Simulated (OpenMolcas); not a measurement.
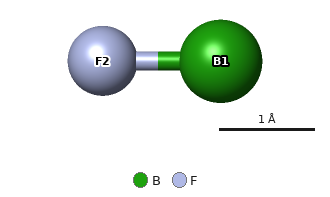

*The input geometry (ball-and-stick view, seen on its broad side; atoms are numbered from 1 in the order of the input).*

Bond lengths as drawn: B–F 1.24 Å.

Single-point calculation of BF (part 1 of 4)

System: BF (13768-60-0), SMILES [B]F.
Method: PBEsol/aug-cc-pVTZ, RKS, PCM solvent dimethylsulfoxide (OpenMolcas 26.06).

The geometry comes from this level: GFN2-xTB.

Input:
```
* BF Kohn-Sham DFT
&GATEWAY
Coord
2
bohr
B      0.00000000     0.00000000     0.00000000
F      0.00000000     0.00000000     2.35155629
Basis = aug-cc-pVTZ
Group = NoSym
RF-Input
PCM-Model
Solvent=dimethylsulfoxide
End of RF-Input
&SEWARD
&SCF
KSDFT = PBEsol
PrOrbitals = 1
```

Run on 1 thread of Arm Neoverse N1, 24 GiB of memory available, shared host.

Run as:
```bash
export MOLCAS_MEM=1860
pymolcas job.inp > job.log
```

The program's output:
```
--- Start Module: gateway ---

                                              &GATEWAY

                       available to each process: 1.9 GB of memory, 1 thread

++    Symmetry information:
      ---------------------

                    Character Table for C1

                             E
                    a        1  x, y, xy, Rz, z, xz, Ry, yz, Rx, I
--

++    Basis set information:
      ----------------------

      Basis set label: B.AUG-CC-PVTZ.........

      Electronic valence basis set:
      ------------------
      Associated Effective Charge   5.000000 au
      Associated Actual Charge      5.000000 au
      Nuclear Model: Point charge

      Shell  nPrim  nBasis  Cartesian Spherical Contaminant
         s      11       5        X
         p       6       4        X
         d       3       3                 X
         f       2       2                 X

      Basis set label: F.AUG-CC-PVTZ.........

      Electronic valence basis set:
      ------------------
      Associated Effective Charge   9.000000 au
      Associated Actual Charge      9.000000 au
      Nuclear Model: Point charge

      Shell  nPrim  nBasis  Cartesian Spherical Contaminant
         s      11       5        X
         p       6       4        X
         d       3       3                 X
         f       2       2                 X
--

++    Molecular structure info:
      -------------------------

                    ************************************************
                    **** Cartesian Coordinates / bohr, angstrom ****
                    ************************************************

     Center  Label                x              y              z                     x              y              z
        1      B1               0.000000       0.000000       0.000000              0.000000       0.000000       0.000000
        2      F2               0.000000       0.000000       2.351556              0.000000       0.000000       1.244390
--

            Nuclear Potential Energy             19.13626316 au

--- Stop Module: gateway /rc=_RC_ALL_IS_WELL_ ---

--- Start Module: seward ---

                                              &SEWARD

                       available to each process: 1.9 GB of memory, 1 thread

               SEWARD will generate:
                  Multipole Moment integrals up to order  2
                  Kinetic Energy integrals
                  Nuclear Attraction integrals (point charge)
                  One-Electron Hamiltonian integrals
                  Velocity integrals
                  Reaction Field integrals (PCM)
                  Orbital angular momentum around (  0.0000   0.0000   1.4888 )
                  Velocity quadrupole around (  0.0000   0.0000   1.4888 )
                  Two-Electron Repulsion integrals

                   Integrals are discarded if absolute value <: 1.00E-14
                   Integral cutoff threshold is set to       <: 1.00E-16

            Nuclear Potential Energy             19.13626316 au

      Basis set specifications :
      Symmetry species         a
      Basis functions           92

--- Stop Module: seward /rc=_RC_ALL_IS_WELL_ ---
--- Module seward spent 2 seconds ---

--- Start Module: scf ---

                                                &SCF

                       available to each process: 1.9 GB of memory, 1 thread

 ###############################################################################
 ###     Minimized-density-differences option turned off!                    ###
 ###############################################################################
++    Input section:
      --------------

      Header of the integral files:

      Cartesian coordinates in angstrom:
      -----------------------------------------------------
      No.  Label        X            Y            Z
      -----------------------------------------------------
       1   B1         0.00000000   0.00000000   0.00000000
       2   F2         0.00000000   0.00000000   1.24439000
      -----------------------------------------------------
      Nuclear repulsion energy =   19.13626316
--

++    Orbital specifications:
      -----------------------

      Symmetry species               1
                                     a
      Frozen orbitals                0
      Occupied orbitals              7
      Secondary orbitals            85
      Deleted orbitals               0
      Total number of orbitals      92
      Number of basis functions     92
--

      Molecular charge                           0.000

      Polarizable Continuum Model (PCM) activated
      Solvent: dimethylsulfoxide
      Version: Dielectric
      Average area for surface element on the cavity boundary: 0.4000 angstrom^2
      Minimum radius for added spheres: 0.2000 angstrom
      Calculation type: equilibrium

      Numerical integration parameters
      --------------------------------
      Radial quadrature type:                         MHL
      Size of radial grid:                            75
      Lebedev angular grid:                           29
      Angular grid pruned with the crowding factor:  3.00E+00
                                 and fading factor:  6.00E+00
      Screening threshold for integral computation:   1.00E-11
      Radial quadrature accuracy:                     1.00E-25
      Maximum batch size:                             128
      AO values are stored on disk
      The same grid will be used for all iterations.

      DFT functional specifications
      -----------------------------
      Using Libxc version: 6.2.2
      Please cite the following reference:
      S. Lehtola, C. Steigemann, M. J.T. Oliveira, and M. A.L. Marques.,  SoftwareX 7, 1–5 (2018) doi:10.1016/j.softx.2017.11.002

      * Perdew, Burke & Ernzerhof SOL
      * Perdew, Burke & Ernzerhof SOL

++    Optimization specifications:
      ----------------------------

      SCF Algorithm: Conventional
      D(i)-D(i-1) density differences are used
      Number of density matrices in core                 5
      Maximum number of NDDO SCF iterations            400
      Maximum number of HF SCF iterations              400
      Threshold for SCF energy change             1.00E-09
      Threshold for density matrix                1.00E-04
      Threshold for Fock matrix                   1.50E-04
      Threshold for linear dependence             1.00E-09
      Threshold at which DIIS is turned on        1.50E-01
      Maximum depth in the DIIS procedure                5
      Maximum depth in the BFGS Hessian update          30
      Threshold at which QNR/C2DIIS is turned on  7.50E-02
      Threshold for Norm(delta) (QNR/C2DIIS)      1.00E-03
      All orbitals punched on: SCFORB
--

      Input vectors read from INPORB
      Orbital file label: *Guess orbitals

++ Convergence information
                                   PBESOL     iterations: Energy and convergence statistics

Iter     Tot. PBESOL     One-elec.       Two-elec.     Energy      Max Dij or  Max Fij      DNorm      TNorm      AccCon     Time
         Energy          Energy          Energy        Change      Delta Norm                                                in Sec.
   1  -124.014341443  -172.249392014    54.434665964   0.00E+00    1.90E-01*   1.77E-01*    5.72E+00   5.44E+01   None         1.
   2  -124.126864696  -172.126068962    54.198819659  -1.13E-01*   1.84E-01*   5.58E-02*    3.36E+00   5.44E+01   EDIIS        0.
   3  -124.107036797  -173.985786606    56.078365202   1.98E-02*   3.40E-02*   2.65E-02*    1.19E+00   5.55E+01   EDIIS        0.
   4  -124.154076580  -172.192581610    54.238120423  -4.70E-02*   1.87E-02*   1.12E-02*    2.84E-01   5.44E+01   c2DIIS       0.
   5  -124.155082456  -172.810838422    54.855371359  -1.01E-03*   3.45E-02*   7.92E-03*    1.90E-01   5.48E+01   QNRc2DIIS    0.
   6  -124.153771650  -172.124807118    54.170650860   1.31E-03*   2.34E-02*   1.55E-02*    1.97E-01   5.44E+01   QNRc2DIIS    0.
   7  -124.155781248  -172.551337734    54.595171879  -2.01E-03*   4.54E-03*   2.37E-03*    1.28E-01   5.47E+01   QNRc2DIIS    0.
   8  -124.155841847  -172.557628766    54.601402312  -6.06E-05*   2.45E-04    1.01E-04     3.40E-02   5.47E+01   QNRc2DIIS    0.
   9  -124.155841979  -172.556437278    54.600210691  -1.33E-07*   9.98E-05    2.52E-05     1.54E-03   5.47E+01   QNRc2DIIS    0.
  10  -124.155841982  -172.555715421    54.599488832  -2.22E-09*   4.27E-05    1.79E-05     4.49E-04   5.47E+01   QNRc2DIIS    0.
  11  -124.155841984  -172.555984565    54.599757974  -2.59E-09*   3.04E-07    4.48E-07     2.01E-04   5.47E+01   QNRc2DIIS    0.
  12  -124.155841984  -172.555989415    54.599762823   2.13E-13*   7.61E-08    5.69E-08     5.40E-06   5.47E+01   QNRc2DIIS    0.
  13  -124.155841984  -172.555988042    54.599761450  -3.27E-13    9.39E-09    5.03E-09     6.85E-07   5.47E+01   QNRc2DIIS    0.

       Convergence after  13 Iterations
--

 *****************************************************************************************************************************
 *                                             SCF/KS-DFT Program, Final results                                             *
 *                                                       Final Results                                                       *
 *****************************************************************************************************************************

::    Total KS-DFT energy                            -124.1558419843
      One-electron energy                            -172.5559880415
      Two-electron energy                              54.5997614501
      Nuclear repulsion energy                         -6.1996153929
      Kinetic energy (interpolated)                   123.5491413173
      Virial theorem                                    1.0049106021
      Total spin, S(S+1)                                0.0000000000
      Total spin, S                                     0.0000000000
      Max non-diagonal density matrix element           0.0000000078
      Max non-diagonal Fock matrix element              0.0000000034

      All orbitals with orbital energies smaller than  E(LUMO)+0.5 are printed

++    Molecular orbitals:
      -------------------

      Title: RKS-DFT orbitals

      Molecular orbitals for symmetry species 1: a

          Orbital            1         2         3         4         5         6         7         8         9        10
          Energy          -24.2659   -6.5622   -1.1931   -0.5525   -0.4685   -0.4685   -0.2403   -0.0638   -0.0637    0.0131
          Occ. No.          2.0000    2.0000    2.0000    2.0000    2.0000    2.0000    2.0000    0.0000    0.0000    0.0000
```
